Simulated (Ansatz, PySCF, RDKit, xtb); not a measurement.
**Solving [Si3NH10]+, step by step**

Given the formula [Si3NH10]+ (charge +1) and nothing else, which arrangement of the atoms is the most stable in the gas at 298.15 K, and what are its properties?

Plan: many cheap relaxations first (GFN2-xTB), then density-functional screening, relaxation at B3LYP-D3(BJ)/def2-SVP, vibrations and a final energy. The numbers are computed, not measured.

4 further runs of the same task are left out: 4 set aside as unsound or not needed.

**1. Possible bonding patterns**

All bonding patterns within simple valence rules are listed by program: one Lewis structure each, at most two rings and one unusual centre or charged pair. O–O, O–halogen and N–halogen bonds and N–N–N chains are not drawn. That gives 4 candidates.

```
label                     SMILES     spin
 c182  [SiH3][NH+]([SiH3])[SiH3]  singlet
 c240   [SiH3][NH2+][SiH2][SiH3]  singlet
 c305  [NH3+][SiH]([SiH3])[SiH3]  singlet
 c817   [NH3+][SiH2][SiH2][SiH3]  singlet
```

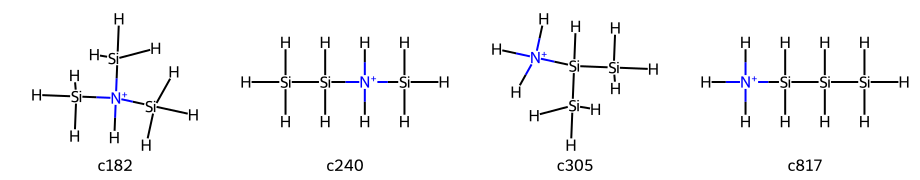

Structural formulas of the candidates.

Candidates are built by distance geometry, with a force field where one applies, in up to four conformers (letters a to d).

**2. Search with GFN2-xTB**

All 5 starts are relaxed the same way. One of them, c817a (enumerated, embedded by distance geometry and MMFF94), in full:

Contents of start.xyz:

```xyz
14
c817a
N     -0.657922     0.278976     0.114714
Si     1.025364     0.154117    -0.351649
Si     1.395136     1.154645    -2.379102
Si     3.694105     0.787654    -2.684195
H     -1.317056    -0.118544    -0.568573
H     -0.800433    -0.195193     1.000266
H     -0.924346     1.268456     0.230440
H      1.226945    -1.325240    -0.404662
H      1.689995     0.752257     0.766113
H      1.071896     2.588175    -2.261335
H      0.571780     0.526194    -3.419110
H      4.172224     1.391896    -3.994988
H      4.389713     1.388480    -1.536591
H      3.860967    -0.650953    -2.677053
```

Run with:

```
$ xtb start.xyz --gfn 2 --opt --chrg 1
```

The program printed, cut to the lines that bear on the results:

```text
* xtb version 6.7.1
[...]
          :  # basis functions                  44          :
[...]
          :  # electrons                        26          :
[...]
          :  Hamiltonian                  GFN2-xTB          :
[...]
          :  net charge                          1          :
          :  unpaired electrons                  0          :
[...]
   *** convergence criteria satisfied after 15 iterations ***
[...]
   *** GEOMETRY OPTIMIZATION CONVERGED AFTER 18 ITERATIONS ***
[...]
   *** convergence criteria satisfied after 3 iterations ***
[...]
         ::                     SUMMARY                     ::
         :::::::::::::::::::::::::::::::::::::::::::::::::::::
         :: total energy             -12.783154537334 Eh    ::
         :: gradient norm              0.000465589933 Eh/a0 ::
         :: HOMO-LUMO gap              3.260905476544 eV    ::
         ::.................................................::
         :: SCC energy               -12.912128714989 Eh    ::
         :: -> isotropic ES            0.110456653190 Eh    ::
         :: -> anisotropic ES         -0.008927934564 Eh    ::
         :: -> anisotropic XC         -0.000012214497 Eh    ::
         :: -> dispersion             -0.007891738382 Eh    ::
         :: repulsion energy           0.128974177655 Eh    ::
         :: add. restraining           0.000000000000 Eh    ::
         :: total charge               1.000000000000 e     ::
         :::::::::::::::::::::::::::::::::::::::::::::::::::::
[...]
        13        2.0000           -0.5068001             -13.7907 (HOMO)
        14                         -0.3869641             -10.5298 (LUMO)
[...]
          | TOTAL ENERGY              -12.783154537334 Eh   |
          | GRADIENT NORM               0.000465589933 Eh/α |
          | HOMO-LUMO GAP               3.260905476544 eV   |
           -------------------------------------------------
[...]
```

Run time: 0.11 s. Hardware: 2 threads of Arm Neoverse V2, shared host.

**3. The minima found**

5 of the 5 relaxations converged. 5 distinct structures remain:

```
label  start               SMILES after     spin  energy (kcal/mol)
c182a  drawn  [SiH3][NH+]([SiH3])[SiH3]  singlet                0.0
c240a  drawn   [SiH3][NH2+][SiH2][SiH3]  singlet               24.8
c240b  drawn   [SiH3][NH2+][SiH2][SiH3]  singlet               25.2
c305a  drawn  [NH3+][SiH]([SiH3])[SiH3]  singlet               52.9
c817a  drawn   [NH3+][SiH2][SiH2][SiH3]  singlet               53.4
```

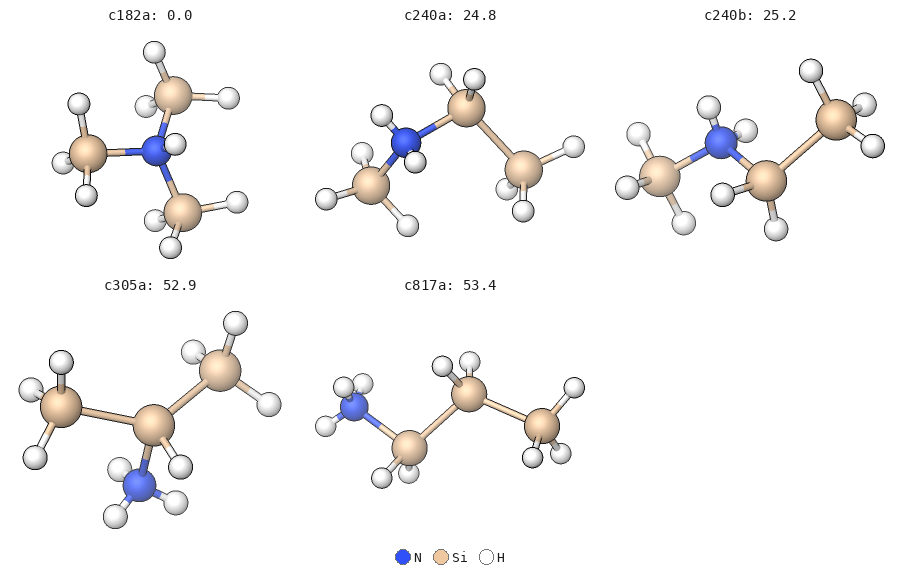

The 5 lowest minima that did not fall apart, with their GFN2-xTB energies in kcal/mol.

**4. Screening with a density functional**

A choice of the minima (the low ones first, few conformers of a pattern, up to a cap) and the lowest that fell apart get a single point at r2SCAN-D4/def2-SVP on the tight-binding geometry, and one at HF/STO-3G for comparison. The lowest singlets are also tried as triplets at the same geometry (label ending in t). The first, c182a:

Contents of input.yaml:

```yaml
crystal:
  periodic: [false, false, false]
  atoms:
    - {symbol: "N", position_ang: [0.822302, -0.938171, -0.356596]}
    - {symbol: Si, position_ang: [-0.052015, -2.444326, 0.304032]}
    - {symbol: Si, position_ang: [0.316860, 0.653515, 0.467624]}
    - {symbol: Si, position_ang: [0.869056, -0.845543, -2.217467]}
    - {symbol: H, position_ang: [0.625276, -3.546017, -0.365121]}
    - {symbol: H, position_ang: [0.197738, -2.375152, 1.736984]}
    - {symbol: H, position_ang: [-1.429350, -2.217752, -0.102825]}
    - {symbol: H, position_ang: [1.793831, -1.068237, -0.085077]}
    - {symbol: H, position_ang: [1.245469, 1.628424, -0.086771]}
    - {symbol: H, position_ang: [0.519132, 0.377781, 1.882934]}
    - {symbol: H, position_ang: [-1.068194, 0.802345, 0.051252]}
    - {symbol: H, position_ang: [1.449403, -2.124371, -2.602016]}
    - {symbol: H, position_ang: [-0.531585, -0.664806, -2.563370]}
    - {symbol: H, position_ang: [1.730571, 0.299820, -2.474733]}
basis:
  gaussian:
    orbitals: def2-SVP
total_charge: 1
hamiltonian:
  xc: r2scan
  dispersion: d4
scf:
  lower_state_search: "off"
```

Run with:

```
$ ansatz run input.yaml --threads 2 --pin off --max-ram 4350MiB --events-out events.jsonl --progress --plain --runs-dir runs
```

The program printed, cut to the lines that bear on the results:

```text
Warning: RAYON_NUM_THREADS=2 ignored (pool sized by the plan → 2); use --threads N
Functional definition: r2SCAN
  name "r2SCAN"
[...]
1340 factors; their error is unknown
[...]
mean field -25268.03475985 eV, -928.5831501353 hartree, gradient 8.2e-7 eV, S^2 0.000000; 0 other end points of the search recorded, 0 dependent functions left out
reference -25268.03477171 eV, -928.5831505711 hartree; 29, 29 occupied and 89, 89 virtual orbitals, 1340 factors
Total energy: -25268.11429335 eV, -928.5860729377 hartree
Checks for a lower state left out: stability, starts, cluster_reference, orbital_swaps, neighbouring_geometries, increment
```

Run time: 2.1 s. Hardware: 2 threads of Arm Neoverse V2, shared host.

Relative energies in kcal/mol, each column from its lowest structure that stays in one piece:

```
 label                     SMILES     spin  GFN2-xTB  HF/STO-3G  r2SCAN-D4/def2-SVP
 c182a  [SiH3][NH+]([SiH3])[SiH3]  singlet       0.0        0.0                 0.0
 c240b   [SiH3][NH2+][SiH2][SiH3]  singlet      25.2        9.0                 4.7
 c240a   [SiH3][NH2+][SiH2][SiH3]  singlet      24.8        9.6                 4.7
 c305a  [NH3+][SiH]([SiH3])[SiH3]  singlet      52.9       28.2                 9.5
c240bt   [SiH3][NH2+][SiH2][SiH3]  triplet         –          –               134.0
c182at  [SiH3][NH+]([SiH3])[SiH3]  triplet         –          –               163.3
```

**5. Relaxing the best candidates**

4 candidates are relaxed at B3LYP-D3(BJ)/def2-SVP (chosen among the lowest in one piece). The first, c182a:

Edit input.yaml of step 4 so:

```diff
@@ -3,3 +3,3 @@
   atoms:
-    - {symbol: "N", position_ang: [0.822302, -0.938171, -0.356596]}
+    - {symbol: N, position_ang: [0.822302, -0.938171, -0.356596]}
     - {symbol: Si, position_ang: [-0.052015, -2.444326, 0.304032]}
@@ -21,6 +21,10 @@
 total_charge: 1
+magnetization:
+  spin_polarized: false
 hamiltonian:
-  xc: r2scan
-  dispersion: d4
+  xc: {name: B3LYP}
+  dispersion: d3bj
 scf:
-  lower_state_search: "off"
+  lower_state_search: off
+relax:
+  f_tol: 0.003
```

Run with:

```
$ ansatz run input.yaml --threads 2 --pin off --max-ram 4350MiB --events-out events.jsonl --progress --plain --runs-dir runs
```

The program printed, cut to the lines that bear on the results:

```text
Warning: RAYON_NUM_THREADS=2 ignored (pool sized by the plan → 2); use --threads N
[...]
Functional definition: B3LYP
  name "B3LYP"
[...]
1216 factors; integrals over basis functions are off by at most 6.2e-4 eV
[...]
mean field -25273.08294293 eV, -928.7686674417 hartree, gradient 4.7e-6 eV, S^2 0.000000; 0 other end points of the search recorded, 0 dependent functions left out
[...]
Atom 10 at    -1.076649     0.817234     0.035509 Å, force     0.002594    -0.000278     0.000083 eV/Å
Atom 11 at     1.459349    -2.136152    -2.669404 Å, force    -0.000171     0.002089     0.000366 eV/Å
Atom 12 at    -0.545579    -0.679275    -2.571094 Å, force     0.002292    -0.001368    -0.000189 eV/Å
Atom 13 at     1.719763     0.329709    -2.541287 Å, force    -0.002025    -0.001207     0.000092 eV/Å
Dipole moment:     0.199212    -0.026670     0.055945 e Å
Checks for a lower state left out: stability, starts, cluster_reference, orbital_swaps, neighbouring_geometries, increment
```

Run time: 14 s. Hardware: 2 threads of Arm Neoverse V2, shared host.

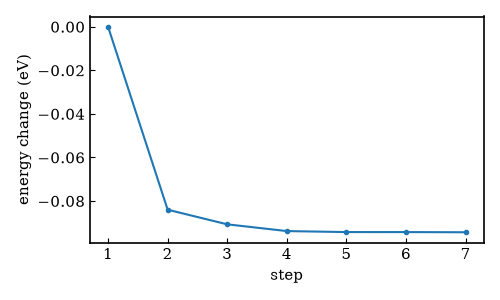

Energy along the run, all evaluated steps.

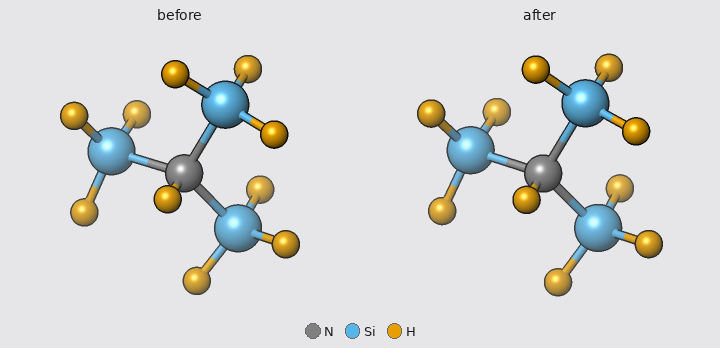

Before and after, at one scale.

After the run. Bond lengths: N1–Si2 1.888 Å, N1–Si3 1.888 Å, N1–Si4 1.888 Å, Si2–H5 1.479 Å, Si2–H6 1.479 Å, Si2–H7 1.479 Å, N1–H8 1.032 Å, Si3–H9 1.479 Å, Si3–H10 1.479 Å, Si3–H11 1.479 Å, Si4–H12 1.479 Å, Si4–H13 1.479 Å, Si4–H14 1.479 Å. Some angles: Si2–N1–Si3 113.0°, Si2–N1–Si4 113.0°, Si3–N1–Si4 113.0°, N1–Si2–H5 104.8°, N1–Si2–H6 104.8°, N1–Si2–H7 103.6°, Si2–N1–H8 105.7°, Si3–N1–H8 105.7°, Si4–N1–H8 105.7°, N1–Si3–H9 104.8°.

**6. After refinement**

```
label     spin  r2SCAN-D4/def2-SVP (kcal/mol)  B3LYP-D3(BJ)/def2-SVP, relaxed (kcal/mol)  time
c182a  singlet                            0.0                                        0.0  14 s
c240a  singlet                            4.7                                        5.3  36 s
c240b  singlet                            4.7                                        5.5  22 s
c305a  singlet                            9.5                                       11.1  21 s
```

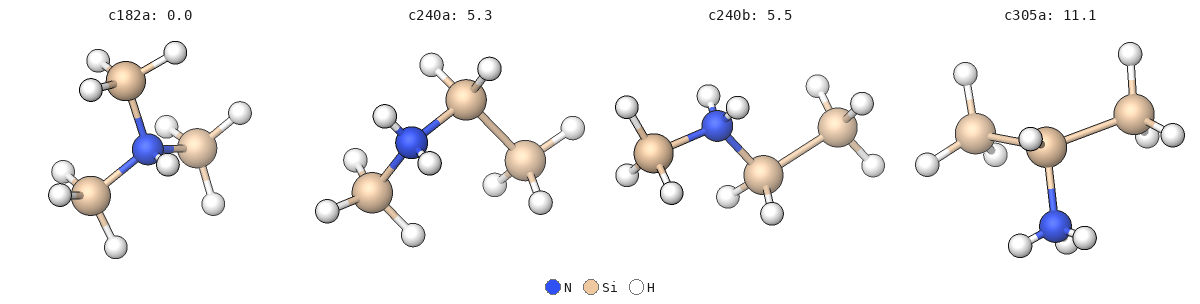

The relaxed structures, with energies at B3LYP-D3(BJ)/def2-SVP in kcal/mol.

**7. Are they minima? Harmonic frequencies**

The lowest few in one piece go on as finalists (c305a drops out). Harmonic vibrations at B3LYP-D3(BJ)/def2-SVP test each finalist and give the zero-point energy and the thermal terms. The first, c182a:

Contents of input.yaml:

```yaml
crystal:
  periodic: [false, false, false]
  atoms:
    - symbol: N
      position_ang: [0.875895, -0.945343, -0.342196]
    - symbol: Si
      position_ang: [-0.045422, -2.457089, 0.314192]
    - symbol: Si
      position_ang: [0.326671, 0.665100, 0.476116]
    - symbol: Si
      position_ang: [0.882730, -0.848246, -2.227674]
    - symbol: H
      position_ang: [0.584270, -3.607705, -0.368523]
    - symbol: H
      position_ang: [0.173241, -2.426255, 1.776219]
    - symbol: H
      position_ang: [-1.446694, -2.212288, -0.089597]
    - symbol: H
      position_ang: [1.861295, -1.077180, -0.065663]
    - symbol: H
      position_ang: [1.241239, 1.693569, -0.064422]
    - symbol: H
      position_ang: [0.478385, 0.421430, 1.926674]
    - symbol: H
      position_ang: [-1.076649, 0.817234, 0.035509]
    - symbol: H
      position_ang: [1.459349, -2.136152, -2.669404]
    - symbol: H
      position_ang: [-0.545579, -0.679275, -2.571094]
    - symbol: H
      position_ang: [1.719763, 0.329709, -2.541287]
basis:
  gaussian:
    orbitals: def2-SVP
phonons: {}
scf:
  lower_state_search: "off"
total_charge: 1
hamiltonian:
  xc: {name: B3LYP}
  dispersion: d3bj
```

Run with:

```
$ ansatz run input.yaml --threads 2 --pin off --max-ram 4350MiB --events-out events.jsonl --progress --plain --runs-dir runs
```

The program printed, cut to the lines that bear on the results:

```text
Warning: RAYON_NUM_THREADS=2 ignored (pool sized by the plan → 2); use --threads N
[... 2 set-up lines as earlier in the session ...]
[...]
1226 factors; integrals over basis functions are off by at most 6.2e-4 eV
[...]
mean field -25273.18951714 eV, -928.7725839719 hartree, gradient 3.5e-6 eV, S^2 0.000000; 0 other end points of the search recorded, 0 dependent functions left out
[...]
reference -25273.18980265 eV, -928.7725944642 hartree; 29, 29 occupied and 89, 89 virtual orbitals, 1226 factors
[...]
WARN: phonons: modes at or below zero, which the zero-point energy, F, S and C_V leave out: 1, the lowest at -114.08 cm⁻¹. A minimum has none, and a first-order saddle one
[...]
Atom 12 at    -0.545579    -0.679275    -2.571094 Å, force     0.002289    -0.001367    -0.000191 eV/Å
Atom 13 at     1.719763     0.329709    -2.541287 Å, force    -0.002021    -0.001204     0.000089 eV/Å
Dipole moment:     0.199213    -0.026671     0.055946 e Å
Vibrations: -114.08 106.35 106.73 189.24 189.37 237.46 460.33 575.66 575.91 614.74 630.37 630.56 780.91 780.97 808.70 915.10 915.32 925.13 931.88 932.01 938.77 938.88 943.89 968.44 1134.30 1134.58 2282.03 2282.05 2286.52 2310.16 2311.77 2311.78 2315.89 2315.94 2318.20 3404.05 cm⁻¹, [...]
Checks for a lower state left out: stability, starts, cluster_reference, orbital_swaps, neighbouring_geometries, increment
```

Run time: 2.5 min. Hardware: 2 threads of Arm Neoverse V2, shared host.

**8. c182a is a saddle point: moving off it**

The lowest mode of c182a is imaginary, 114i cm⁻¹. The structure is pushed 0.25 Å along it and relaxed again.

Contents of input.yaml:

```yaml
crystal:
  periodic: [false, false, false]
  atoms:
    - {symbol: N, position_ang: [0.871894, -0.947230, -0.340597]}
    - {symbol: Si, position_ang: [-0.046657, -2.464798, 0.308295]}
    - {symbol: Si, position_ang: [0.330105, 0.659993, 0.477243]}
    - {symbol: Si, position_ang: [0.882065, -0.848359, -2.223125]}
    - {symbol: H, position_ang: [0.751400, -3.632615, -0.190789]}
    - {symbol: H, position_ang: [-0.014283, -2.302136, 1.798132]}
    - {symbol: H, position_ang: [-1.405709, -2.335225, -0.307354]}
    - {symbol: H, position_ang: [1.857126, -1.073816, -0.072041]}
    - {symbol: H, position_ang: [1.086384, 1.740042, -0.245109]}
    - {symbol: H, position_ang: [0.703738, 0.491118, 1.916149]}
    - {symbol: H, position_ang: [-1.153391, 0.694047, 0.230391]}
    - {symbol: H, position_ang: [1.232428, -2.224523, -2.673401]}
    - {symbol: H, position_ang: [-0.510471, -0.432582, -2.557134]}
    - {symbol: H, position_ang: [1.911672, 0.194341, -2.548592]}
basis:
  gaussian:
    orbitals: def2-SVP
total_charge: 1
hamiltonian:
  xc: {name: B3LYP}
  dispersion: d3bj
scf:
  lower_state_search: "off"
relax:
  f_tol: 0.003
```

Run with:

```
$ ansatz run input.yaml --threads 2 --pin off --max-ram 4350MiB --events-out events.jsonl --progress --plain --runs-dir runs
```

The program printed, cut to the lines that bear on the results:

```text
Warning: RAYON_NUM_THREADS=2 ignored (pool sized by the plan → 2); use --threads N
[...]
[... 2 set-up lines as earlier in the session ...]
[...]
1235 factors; integrals over basis functions are off by at most 4.8e-4 eV
[...]
mean field -25273.16476992 eV, -928.7716745283 hartree, gradient 6.5e-6 eV, S^2 0.000000; 0 other end points of the search recorded, 0 dependent functions left out
[...]
Atom 10 at    -1.155174     0.528112     0.455357 Å, force     0.000020     0.000021     0.000022 eV/Å
Atom 11 at     0.989519    -2.215007    -2.695536 Å, force    -0.000007     0.000010    -0.000050 eV/Å
Atom 12 at    -0.421890    -0.187932    -2.506822 Å, force     0.000061     0.000030     0.000011 eV/Å
Atom 13 at     2.051347     0.026868    -2.547004 Å, force     0.000055    -0.000011    -0.000014 eV/Å
Dipole moment:     0.202884    -0.027002     0.056767 e Å
Checks for a lower state left out: stability, starts, cluster_reference, orbital_swaps, neighbouring_geometries, increment
```

Run time: 20 s. Hardware: 2 threads of Arm Neoverse V2, shared host.

The energy changes by -0.57 kcal/mol.

**9. Zero-point energy and free-energy terms**

At 298.15 K and 1 atm, ideal gas, rigid rotor and harmonic oscillator:

```
label                     SMILES     spin  point group  lowest mode (cm⁻¹)  zero-point (kcal/mol)  G − E (kcal/mol)
c182a  [SiH3][NH+]([SiH3])[SiH3]  singlet           C3                 125                   59.6              39.5
c240a   [SiH3][NH2+][SiH2][SiH3]  singlet           C1                  49                   60.8              39.2
c240b   [SiH3][NH2+][SiH2][SiH3]  singlet           Cs                  23                   60.6              38.9
```

Chiral structures get −RT ln 2 for their mirror image.

**10. Last filter: a higher level**

Single points at CCSD(T)/def2-SVP + MP2/def2-TZVPP - MP2/def2-SVP on the refined geometries decide the order.

c182a, CCSD(T)/def2-SVP:

Contents of input.yaml:

```yaml
crystal:
  periodic: [false, false, false]
  atoms:
    - {symbol: N, position_ang: [0.898495, -0.949377, -0.337565]}
    - {symbol: Si, position_ang: [-0.034515, -2.465687, 0.282461]}
    - {symbol: Si, position_ang: [0.319029, 0.639259, 0.495879]}
    - {symbol: Si, position_ang: [0.884364, -0.818535, -2.218208]}
    - {symbol: H, position_ang: [0.858843, -3.605728, -0.012305]}
    - {symbol: H, position_ang: [-0.247530, -2.215323, 1.725018]}
    - {symbol: H, position_ang: [-1.280281, -2.449584, -0.514460]}
    - {symbol: H, position_ang: [1.882999, -1.080412, -0.062102]}
    - {symbol: H, position_ang: [0.857232, 1.728024, -0.349083]}
    - {symbol: H, position_ang: [0.893863, 0.583580, 1.856438]}
    - {symbol: H, position_ang: [-1.155174, 0.528112, 0.455357]}
    - {symbol: H, position_ang: [0.989519, -2.215007, -2.695536]}
    - {symbol: H, position_ang: [-0.421890, -0.187932, -2.506822]}
    - {symbol: H, position_ang: [2.051347, 0.026868, -2.547004]}
basis:
  gaussian:
    orbitals: def2-SVP
correlation:
  method: ccsd_t
  frozen_orbitals: {"N": 1, Si: 5, H: 0}
total_charge: 1
```

Run with:

```
$ ansatz run input.yaml --threads 2 --pin off --max-ram 4350MiB --events-out events.jsonl --progress --plain --runs-dir runs
```

The program printed, cut to the lines that bear on the results:

```text
Warning: RAYON_NUM_THREADS=2 ignored (pool sized by the plan → 2); use --threads N
Functional definition: HF
  name "HF"
[...]
1152 factors; integrals over basis functions are off by at most 1.2e-3 eV
[...]
mean field -25213.25423355 eV, -926.5700029256 hartree, gradient 2.5e-6 eV, S^2 0.000000; 0 other end points of the search recorded, 0 dependent functions left out
16 core orbitals not correlated: weight in the atoms' cores, before any rotation towards them, 1.000 or more for the frozen orbitals, at most 0.000 for the correlated occupied ones
reference -25213.25423355 eV, -926.5700029256 hartree; 13, 13 occupied and 89, 89 virtual orbitals, 1152 factors
second order -12.98016174 eV of doubles, -0.00000000 eV of singles
cycle   1  -14.36052111 eV  change    -1.4e0 eV  update   9.5e-2
[...]
cycle   8  -15.00153962 eV  change   -8.4e-6 eV  update   1.4e-5
perturbative correction -0.37458764 eV, -0.0137658420 hartree
Total energy: -25228.63036081 eV, -927.1350651801 hartree
```

Run time: 6.9 s. Hardware: 2 threads of Arm Neoverse V2, shared host.

**11. c182a at MP2/def2-TZVPP**

Edit input.yaml of step 10 so:

```diff
@@ -18,7 +18,4 @@
 basis:
-  gaussian:
-    orbitals: def2-SVP
-correlation:
-  method: ccsd_t
-  frozen_orbitals: {"N": 1, Si: 5, H: 0}
+  gaussian: {orbitals: def2-TZVPP}
 total_charge: 1
+correlation: {method: mp2, frozen_orbitals: {"N": 1, Si: 5, H: 0}}
```

Run with:

```
$ ansatz run input.yaml --threads 2 --pin off --max-ram 4350MiB --events-out events.jsonl --progress --plain --runs-dir runs
```

The program printed, cut to the lines that bear on the results:

```text
Warning: RAYON_NUM_THREADS=2 ignored (pool sized by the plan → 2); use --threads N
[... 2 set-up lines as earlier in the session ...]
[...]
1660 factors; integrals over basis functions are off by at most 1.0e-3 eV
[...]
mean field -25223.56355560 eV, -926.9488635227 hartree, gradient 2.3e-6 eV, S^2 0.000000; 0 other end points of the search recorded, 0 dependent functions left out
16 core orbitals not correlated: weight in the atoms' cores, before any rotation towards them, 1.000 or more for the frozen orbitals, at most 0.000 for the correlated occupied ones
reference -25223.56355560 eV, -926.9488635227 hartree; 13, 13 occupied and 268, 268 virtual orbitals, 1660 factors
second order -16.12815510 eV of doubles, -0.00000000 eV of singles
Total energy: -25239.69171070 eV, -927.5415622906 hartree
```

It took 6.6 s on 2 threads of Arm Neoverse V2, shared host; peak memory 0.83 GiB.

[end of part 1 of 2]
